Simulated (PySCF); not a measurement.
**EPR calculation of C$_{5}$H$_{7}$**

C$_{5}$H$_{7}$, multiplicity 2, computed with UKS B3LYP, pcH-1 on C H, non-relativistic, mean-field spin-orbit, GIAO (PySCF 2.14.0).

It belongs to a series of runs on one base structure; here: H added to sp2 C.

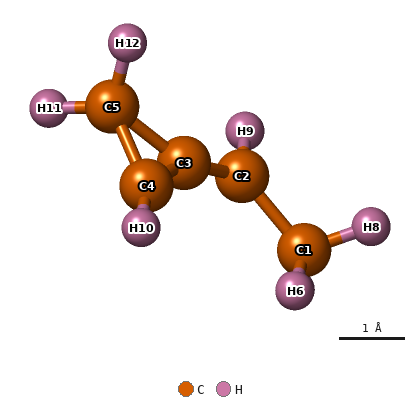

The structure (ball-and-stick view, seen at a tilt; atoms are numbered from 1 in the order of the input).

### Results in brief

- outcome: converged
- total energy: −194.637832 hartree
- ⟨S²⟩: 0.775
- isotropic g: 2.0027
- hardware: 1 CPU thread, shared host
- wall time: 22 s
- peak memory: 0.67 GiB

### The input
```
{"job": {"kind": "epr", "basis": "pcH-1"}, "charge": 0, "multiplicity": 2}
C     -1.944733     0.234474     0.141819
C     -0.706237    -0.578276     0.292802
C      0.518604    -0.113428    -0.022156
C      1.342266     0.862378    -0.475957
C      1.984049    -0.414989    -0.085416
H     -1.710802     1.217814    -0.257094
H     -2.648916    -0.262373    -0.527695
H     -2.444252     0.352165     1.105158
H     -0.814801    -1.583620     0.674574
H      1.505406     1.839809    -0.852595
H      2.360233    -1.085162    -0.853885
H      2.560382    -0.469478     0.834417
```

The first line tells a small driver script what to run in PySCF; the rest is the geometry in Å.

Run as:
```bash
OMP_NUM_THREADS=1 python <driver script> task.json out
```

### What the program printed
```
UKS, coarse grid
  cycle   1  E = -194.59512518  |g| = 2.68e-01
  cycle   2  E = -194.58848019  |g| = 3.02e-01
  cycle   3  E = -194.63677619  |g| = 3.91e-02
  cycle   4  E = -194.63708558  |g| = 3.58e-02
  cycle   5  E = -194.63778157  |g| = 8.06e-03
  cycle   6  E = -194.63782904  |g| = 5.38e-03
  cycle   7  E = -194.63785377  |g| = 1.52e-03
  cycle   8  E = -194.63785574  |g| = 4.84e-04
UKS, final grid
  cycle   1  E = -194.63783135  |g| = 5.61e-04
  cycle   2  E = -194.63783127  |g| = 7.02e-04
  cycle   3  E = -194.63783151  |g| = 7.55e-05
  cycle   4  E = -194.63783151  |g| = 2.64e-05
E = -194.63783151 Eh   <S^2> = 0.7747 (exact 0.7500)
g shifts (ppm)      1          2          3
  rmc          -138       -138       -138
  gc             -3         27         24
  oz_so           4        587        786
  total        -137        476        672
hyperfine (MHz)  atom isotope    a_iso     a_fc   dipolar eigenvalues
    0   13C     -18.39     -18.39     -1.31      0.45      0.85
    1   13C      48.28      48.28    -45.27    -44.19     89.46
    2   13C     -51.56     -51.56    -28.74      7.82     20.92
    3   13C      68.60      68.60    -58.41    -53.93    112.33
    4   13C     -16.51     -16.51     -2.53     -0.01      2.55
    5    1H       1.57       1.57     -2.83     -1.19      4.02
    6    1H      58.07      58.07     -3.06     -2.15      5.21
    7    1H      59.47      59.47     -3.07     -2.15      5.21
    8    1H     -37.01     -37.01    -21.09     -0.79     21.88
    9    1H     -49.56     -49.56    -26.69     -0.33     27.01
   10    1H      54.62      54.62     -2.93     -2.16      5.09
   11    1H      54.48      54.48     -2.93     -2.16      5.10
```

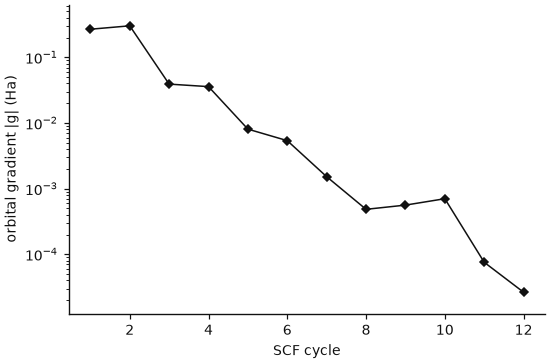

Convergence of the self-consistent field: orbital gradient |g| against the SCF cycle. All cycles printed in the log are drawn one after another.

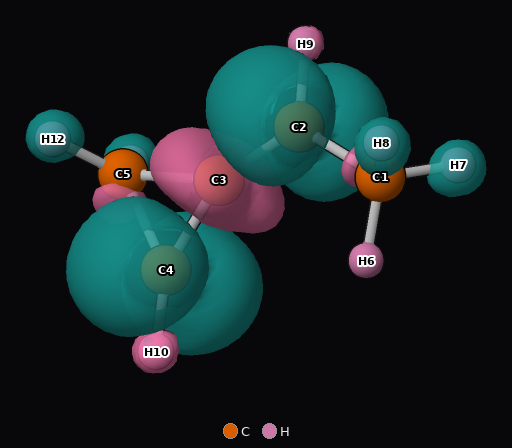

Isosurfaces of the spin density at +0.02 (teal) and −0.02 e/Å³ (pink), seen at a tilt. The unpaired spin (1 electron) lies mostly on C4 (about 0.5) and C2 (about 0.4), in electrons by Hirshfeld's partition.

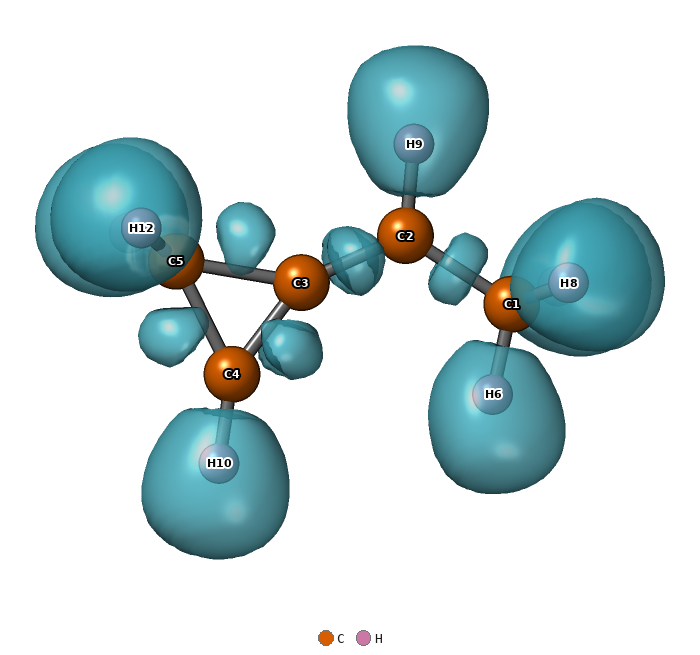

Isosurface of the electron localisation function at 0.8 (cyan), seen face on. Core shells and regions of very low density are left out. The ELF exceeds this value in five regions between bonded C–C atoms (shared pairs) and seven regions around hydrogen nuclei. Values along the shortest contacts: C–C (1.35 Å): the ELF peaks at about 0.95 between the atoms; a multiple bond by its length, whose ELF region spreads away from the axis. C–H (1.06 Å): the ELF climbs to about 1 towards the hydrogen, as it does in any bond to H (a covalent bond by its length).
